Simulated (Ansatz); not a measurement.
Nudged elastic band, with input and output: CH2AlNSe

- system: CH2AlNSe
- method: UKS PBE/def2-SVP (Ansatz 0.2.0)

It belongs to a series of runs on one base structure; here: band between the two ends.

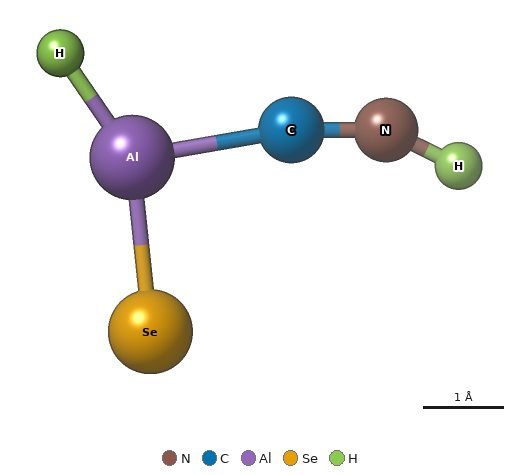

The starting structure (ball-and-stick view, seen on its broad side). Sticks mark near contacts. Bond lengths as drawn: Al–C 2.03 Å, Al–H 1.59 Å, Al–Se 2.20 Å, C–N 1.19 Å and H–N 1.02 Å.

The input
```yaml
crystal:
  periodic: [false, false, false]
  atoms:
    - { symbol: "N", position_ang: [0.520855, 0.663074, -1.588028] }
    - { symbol: C, position_ang: [0.311328, 0.42237, -0.442963] }
    - { symbol: Al, position_ang: [-0.221029, -0.262752, 1.38739] }
    - { symbol: Se, position_ang: [-1.317423, -1.981996, 0.574389] }
    - { symbol: H, position_ang: [0.448117, 0.484533, -2.586718] }
    - { symbol: H, position_ang: [0.300252, 0.610771, 2.60973] }
magnetization:
  spin_polarized: true
basis:
  gaussian: { orbitals: def2-SVP }
hamiltonian:
  xc: pbe
neb:
  order_check: false
  images: 5
  f_tol: 0.03
  max_iterations: 60
  final_atoms:
    - { symbol: "N", position_ang: [0.34115127, 0.35781741, -2.09828945] }
    - { symbol: C, position_ang: [0.21561134, 0.25681029, -0.91764192] }
    - { symbol: Al, position_ang: [0.44141262, 0.73673238, 1.13654421] }
    - { symbol: Se, position_ang: [-0.8578313, -1.21453927, 1.6685084] }
    - { symbol: H, position_ang: [0.6626654, 0.77506679, -2.96886901] }
    - { symbol: H, position_ang: [-0.76090933, -0.9758876, 3.13354778] }
  initial_path:
    images:
      - { positions_ang: [[0.520855, 0.663074, -1.588028], [0.311328, 0.42237, -0.442963], [-0.221029, -0.262752, 1.38739], [-1.317423, -1.981996, 0.574389], [0.448117, 0.484533, -2.586718], [0.300252, 0.610771, 2.60973]] }
      - { positions_ang: [[0.45558735, 0.43731222, -1.66559396], [0.1951533, 0.25079135, -0.49586717], [-0.2146788, 0.10353156, 1.34528753], [-1.06546768, -1.71969261, 0.67504326], [0.49610201, 0.62364731, -2.46991783], [0.1754038, 0.24041016, 2.56484817]] }
      - { positions_ang: [[0.3903197, 0.21155045, -1.74315992], [0.07897861, 0.07921269, -0.54877133], [-0.20832859, 0.46981512, 1.30318505], [-0.81351235, -1.45738921, 0.77569753], [0.54408703, 0.76276162, -2.35311766], [0.05055561, -0.12995067, 2.51996634]] }
      - { positions_ang: [[0.32505205, -0.01421133, -1.82072588], [-0.03719609, -0.09236596, -0.6016755], [-0.20197839, 0.83609868, 1.26108258], [-0.56155703, -1.19508582, 0.87635179], [0.59207204, 0.90187594, -2.23631749], [-0.07429259, -0.50031151, 2.4750845]] }
      - { positions_ang: [[0.33041846, 0.10979825, -1.91324707], [0.04707305, 0.02402612, -0.70699764], [0.01248528, 0.80297658, 1.21956979], [-0.66031512, -1.2015703, 1.14040399], [0.61560316, 0.85960622, -2.48050133], [-0.30316483, -0.65883687, 2.69457226]] }
      - { positions_ang: [[0.33578487, 0.23380783, -2.00576826], [0.1313422, 0.1404182, -0.81231978], [0.22694895, 0.76985448, 1.178057], [-0.75907321, -1.20805479, 1.4044562], [0.63913428, 0.81733651, -2.72468517], [-0.53203708, -0.81736223, 2.91406002]] }
      - { positions_ang: [[0.34115127, 0.35781741, -2.09828945], [0.21561134, 0.25681029, -0.91764192], [0.44141262, 0.73673238, 1.13654421], [-0.8578313, -1.21453927, 1.6685084], [0.6626654, 0.77506679, -2.96886901], [-0.76090933, -0.9758876, 3.13354778]] }
```

Run on 2 threads of Intel Xeon (Granite Rapids), 16 GiB of memory available, shared host.

Command:
```bash
ansatz run input.yaml --threads 2 --pin off --max-ram 3072MiB --backend cpu --events-out ev --progress --plain --runs-dir out
```

The program's output
```
Engine: ansatz 0.2.0, x86_64-unknown-linux-gnu
Functional definition: PBE
  parameter kappa = 0.804
  parameter beta = 0.06672455060314922
  exchange = pbe_x(kappa = kappa, mu = beta*pi^2/3)
  correlation = pbe_c(beta = beta)
985 factors; their error is unknown
mean field evaluation 1: about -74473.3985 eV, gradient 2.8e1 eV
mean field evaluation 2: about -74464.8250 eV, gradient 4.9e1 eV
mean field evaluation 4: about -74476.9308 eV, gradient 7.3e0 eV
mean field evaluation 8: about -74477.3718 eV, gradient 1.7e-1 eV
mean field evaluation 16: about -74477.2424 eV, gradient 5.1e-4 eV
mean field -74477.24244084 eV, -2736.9881772128 hartree, gradient 2.3e-5 eV, S^2 0.000000; 1 other end points of the search recorded, 0 dependent functions left out
the calculation of the forces begins
reference -74477.24247430 eV, -2736.9881784423 hartree; 31, 31 occupied and 57, 57 virtual orbitals, 985 factors
985 factors; their error is unknown
mean field evaluation 32: about -74476.8855 eV, gradient 2.2e-1 eV
mean field -74476.75926716 eV, -2736.9704209075 hartree, gradient 1.4e-5 eV, S^2 0.000000; 2 other end points of the search recorded, 0 dependent functions left out
[... from here on the field's lines of each further geometry are left out, up to the last ...]
NEB iter   1: max|band force component| = 1.702e1 eV/Å  barrier→ = 4.1816 eV  barrier← = 3.6984 eV  Δτ_max = 0.2000 Å  (492 SCF iters)
NEB iter   2: max|band force component| = 2.712e0 eV/Å  barrier→ = 2.4135 eV  barrier← = 1.9303 eV  Δτ_max = 0.2000 Å  (200 SCF iters)
NEB iter   3: max|band force component| = 2.812e0 eV/Å  barrier→ = 1.6873 eV  barrier← = 1.2041 eV  Δτ_max = 0.1046 Å  (184 SCF iters)
NEB iter   4: max|band force component| = 1.777e0 eV/Å  barrier→ = 1.5265 eV  barrier← = 1.0434 eV  Δτ_max = 0.1003 Å  (187 SCF iters)
NEB iter   5: max|band force component| = 8.090e-1 eV/Å  barrier→ = 1.4817 eV  barrier← = 0.9985 eV  Δτ_max = 0.2000 Å  (183 SCF iters)
NEB iter   6: max|band force component| = 8.748e-1 eV/Å  barrier→ = 1.4696 eV  barrier← = 0.9865 eV  Δτ_max = 0.1004 Å  (182 SCF iters)
NEB iter   7: max|band force component| = 6.178e-1 eV/Å  barrier→ = 1.4574 eV  barrier← = 0.9742 eV  Δτ_max = 0.1021 Å  (173 SCF iters)
NEB iter   8: max|band force component| = 3.244e-1 eV/Å  barrier→ = 1.4533 eV  barrier← = 0.9701 eV  CI = image 3  Δτ_max = 0.0998 Å  (171 SCF iters)
NEB iter   9: max|band force component| = 4.037e-1 eV/Å  barrier→ = 1.4562 eV  barrier← = 0.9730 eV  CI = image 3  Δτ_max = 0.0501 Å  (178 SCF iters)
NEB iter  10: max|band force component| = 1.950e-1 eV/Å  barrier→ = 1.4560 eV  barrier← = 0.9729 eV  CI = image 3  Δτ_max = 0.0549 Å  (169 SCF iters)
NEB iter  11: max|band force component| = 1.299e-1 eV/Å  barrier→ = 1.4560 eV  barrier← = 0.9728 eV  CI = image 3  Δτ_max = 0.1008 Å  (170 SCF iters)
NEB iter  12: max|band force component| = 1.470e-1 eV/Å  barrier→ = 1.4560 eV  barrier← = 0.9728 eV  CI = image 3  Δτ_max = 0.0357 Å  (163 SCF iters)
NEB iter  13: max|band force component| = 7.532e-2 eV/Å  barrier→ = 1.4560 eV  barrier← = 0.9728 eV  CI = image 3  Δτ_max = 0.0191 Å  (150 SCF iters)
NEB iter  14: max|band force component| = 3.470e-2 eV/Å  barrier→ = 1.4560 eV  barrier← = 0.9728 eV  CI = image 3  Δτ_max = 0.0497 Å  (146 SCF iters)
NEB iter  15: max|band force component| = 7.151e-2 eV/Å  barrier→ = 1.4560 eV  barrier← = 0.9728 eV  CI = image 3  Δτ_max = 0.0249 Å  (146 SCF iters)
NEB iter  16: max|band force component| = 8.747e-2 eV/Å  barrier→ = 1.4560 eV  barrier← = 0.9728 eV  CI = image 3  Δτ_max = 0.0125 Å  (140 SCF iters)
NEB iter  17: max|band force component| = 3.769e-2 eV/Å  barrier→ = 1.4560 eV  barrier← = 0.9728 eV  CI = image 3  Δτ_max = 0.0251 Å  (130 SCF iters)
NEB iter  18: max|band force component| = 3.484e-2 eV/Å  barrier→ = 1.4560 eV  barrier← = 0.9728 eV  CI = image 3  Δτ_max = 0.0041 Å  (135 SCF iters)
NEB iter  19: max|band force component| = 3.676e-2 eV/Å  barrier→ = 1.4560 eV  barrier← = 0.9728 eV  CI = image 3  Δτ_max = 0.0021 Å  (118 SCF iters)
the calculation of the forces begins
reference -74476.49559869 eV, -2736.9607312700 hartree; 31, 31 occupied and 57, 57 virtual orbitals, 985 factors
985 factors; their error is unknown
mean field evaluation 928: about -74475.7864 eV, gradient 4.0e-2 eV
mean field -74475.78645213 eV, -2736.9346706144 hartree, gradient 1.4e-5 eV, S^2 0.000000; 2 other end points of the search recorded, 0 dependent functions left out
the calculation of the forces begins
reference -74475.78648523 eV, -2736.9346718311 hartree; 31, 31 occupied and 57, 57 virtual orbitals, 985 factors
NEB iter  20: max|band force component| = 2.569e-2 eV/Å  barrier→ = 1.4560 eV  barrier← = 0.9728 eV  CI = image 3  Δτ_max = 0.0000 Å  (312 SCF iters)
```

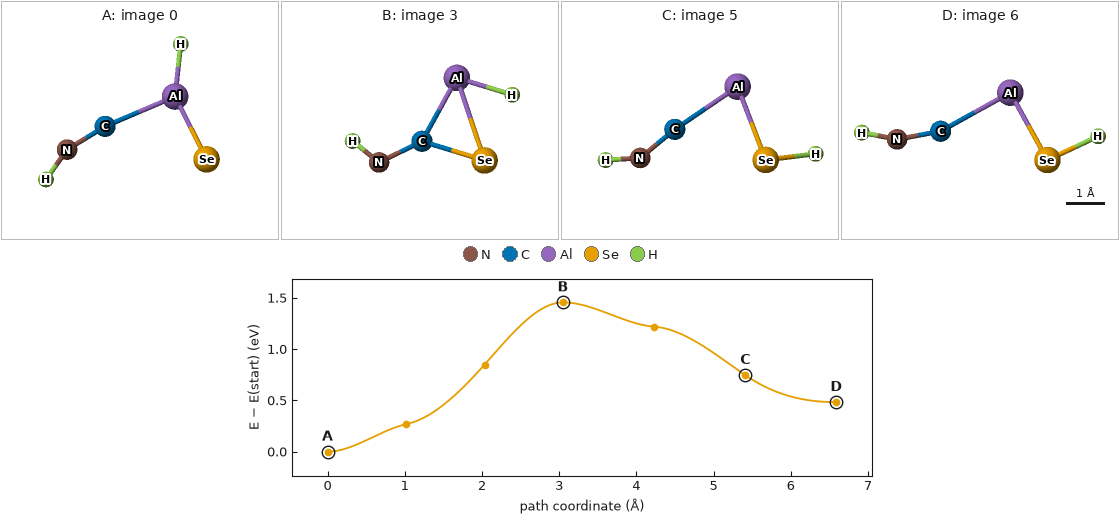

Images of the last band (counted from 0; ball-and-stick, seen at a tilt) above the energy along the path; the line is a cubic interpolation that uses the forces. The highest image is number 3, 1.456 eV above the start and 0.973 eV above the end (the climbing image); the end lies 0.483 eV above the start. The path is 6.59 Å long. The band converged in 20 iterations.

```
Total energy: -74475.78648523 eV, -2736.9346718311 hartree
Atom 0 at     0.202626    -0.042353    -1.714897 Å, force     0.000000    -0.000006    -0.000019 eV/Å
Atom 1 at     0.030611    -0.129479    -0.455756 Å, force    -0.000003    -0.000010     0.000001 eV/Å
Atom 2 at     0.116170     1.017082     1.241002 Å, force     0.000004     0.000012    -0.000001 eV/Å
Atom 3 at    -0.463099    -1.570466     0.650456 Å, force     0.000002     0.000008     0.000004 eV/Å
Atom 4 at     0.476061     0.916937    -1.988087 Å, force     0.000001     0.000007     0.000006 eV/Å
Atom 5 at    -0.320269    -0.255721     2.221081 Å, force    -0.000004    -0.000011     0.000009 eV/Å
Dipole moment:     0.087288     0.467265     0.251870 e Å
this run last wrote the band of iteration 20 to [file]
```

The last band as extended XYZ (Å, eV, eV/Å)
```
6
Properties=species:S:1:pos:R:3:forces:R:3 image=0 energy=-74477.24244
N     0.5209    0.6631   -1.5880    0.0008   0.0013   0.0090
C     0.3113    0.4224   -0.4430    0.0002  -0.0002  -0.0044
Al   -0.2210   -0.2628    1.3874    0.0008   0.0016   0.0010
Se   -1.3174   -1.9820    0.5744   -0.0001  -0.0004  -0.0004
H     0.4481    0.4845   -2.5867   -0.0012  -0.0015  -0.0032
H     0.3003    0.6108    2.6097   -0.0004  -0.0008  -0.0020
6
Properties=species:S:1:pos:R:3:forces:R:3 image=1 energy=-74476.97472
N     0.2029    0.1718   -1.7663    0.0210   0.0335   0.0189
C     0.1087    0.1090   -0.5489    0.0334   0.0519   0.0130
Al   -0.1236   -0.1186    1.3710   -0.0810  -0.1226   0.0229
Se   -1.1955   -1.8229    0.4409   -0.0538  -0.0819   0.0064
H     0.7223    0.9373   -2.2194    0.0127   0.0175  -0.0305
H     0.3273    0.6594    2.6765    0.0677   0.1016  -0.0307
6
Properties=species:S:1:pos:R:3:forces:R:3 image=2 energy=-74476.39327
N     0.1453    0.0462   -1.8457    0.0396   0.0633  -0.1284
C    -0.0114   -0.1180   -0.6062    0.0067  -0.0050  -0.1540
Al    0.1525    0.4300    1.2769   -0.2588  -0.5117   0.0152
Se   -0.8017   -1.5683    0.3895   -0.0438  -0.1168  -0.2525
H     0.6085    0.9387   -2.0710    0.0400   0.0684  -0.0921
H    -0.0511    0.2075    2.8102    0.2163   0.5017   0.6119
6
Properties=species:S:1:pos:R:3:forces:R:3 image=3 energy=-74475.78645
N     0.2026   -0.0424   -1.7149    0.0000   0.0000   0.0000
C     0.0306   -0.1295   -0.4558    0.0000   0.0000   0.0000
Al    0.1162    1.0171    1.2410    0.0000   0.0000   0.0000
Se   -0.4631   -1.5705    0.6505    0.0000   0.0000   0.0000
H     0.4761    0.9169   -1.9881    0.0000   0.0000   0.0000
H    -0.3203   -0.2557    2.2211    0.0000   0.0000   0.0000
6
Properties=species:S:1:pos:R:3:forces:R:3 image=4 energy=-74476.02326
N     0.2338   -0.1576   -1.6070    0.0049  -0.0081   0.0084
C     0.1191    0.1876   -0.4094    0.0095   0.0299   0.0043
Al   -0.1434    1.4302    1.2075   -0.0321   0.0356  -0.0014
Se   -0.8514   -1.2486    0.9090   -0.0239   0.0234   0.0195
H     0.6135    0.6178   -2.1816    0.0086  -0.0188  -0.0139
H     0.0705   -0.8934    2.0354    0.0331  -0.0621  -0.0169
6
Properties=species:S:1:pos:R:3:forces:R:3 image=5 energy=-74476.49557
N     0.2732    0.1104   -1.8077    0.0796   0.1847  -0.1029
C     0.0126    0.5432   -0.7221   -0.0688   0.2069  -0.1789
Al    0.1549    1.1810    1.2369   -0.0230  -0.1232   0.0064
Se   -0.8340   -1.0707    1.2661    0.1235  -0.0052   0.1944
H     0.7485    0.3930   -2.6610    0.0458  -0.0931  -0.2699
H    -0.3131   -1.2208    2.6416   -0.1571  -0.1700   0.3509
6
Properties=species:S:1:pos:R:3:forces:R:3 image=6 energy=-74476.75927
N     0.3412    0.3578   -2.0983    0.0005  -0.0009   0.0053
C     0.2156    0.2568   -0.9176    0.0006  -0.0025   0.0055
Al    0.4414    0.7367    1.1365   -0.0038  -0.0049  -0.0026
Se   -0.8578   -1.2145    1.6685    0.0005   0.0022  -0.0103
H     0.6627    0.7751   -2.9689   -0.0010   0.0018  -0.0010
H    -0.7609   -0.9759    3.1335    0.0031   0.0043   0.0030
```

Results in brief

- outcome: converged
- barrier, forward: 1.456 eV
- barrier, backward: 0.973 eV
- wall time: 2.4 min (CPU time 4.7 min)
- peak memory: 0.23 GiB

The order of the saddle point was not checked.
